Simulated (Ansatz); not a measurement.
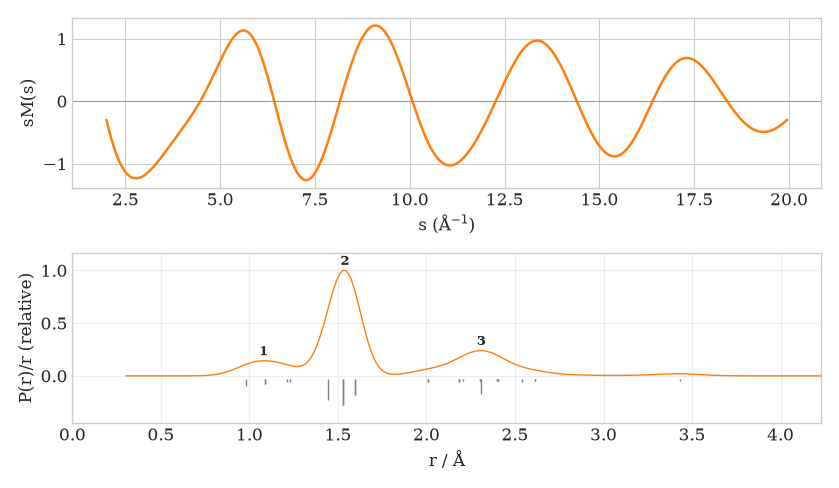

Simulated gas electron diffraction: reduced molecular intensity sM(s) from the Debye equation in the first Born approximation (top) and the radial distribution curve (bottom) of C₂H₅BO. Each pair of atoms contributes with weight ZᵢZⱼ/r (bars below the curve); damping constant 0.0015 Å²; vibrational amplitudes assumed, not computed: 0.05 Å for bonds, 0.078 Å for bonds to H, 0.06 + 0.015 r up to 0.15 Å for other pairs. The geometry is the end point of an optimisation (Ansatz, RKS PBE0-D4/def2-SVP); it may be a saddle point or a higher isomer.

### Read the positions of the numbered peaks and name the main pairs (– for bonds).

Peak 1, 1.08 Å: O–H 0.98 Å, C–H 1.09 Å (×2), B–H 1.21–1.23 Å (×2), not resolved
Peak 2, 1.54 Å: C–C 1.44 Å, O–C 1.53 Å (×2), C–B 1.60 Å (×2), not resolved
Peak 3, 2.31 Å: O···H 2.18–2.54 Å (×3), C···H 2.30–2.40 Å (×6), O···B 2.31 Å, not resolved; in its flanks C···H 2.01 Å
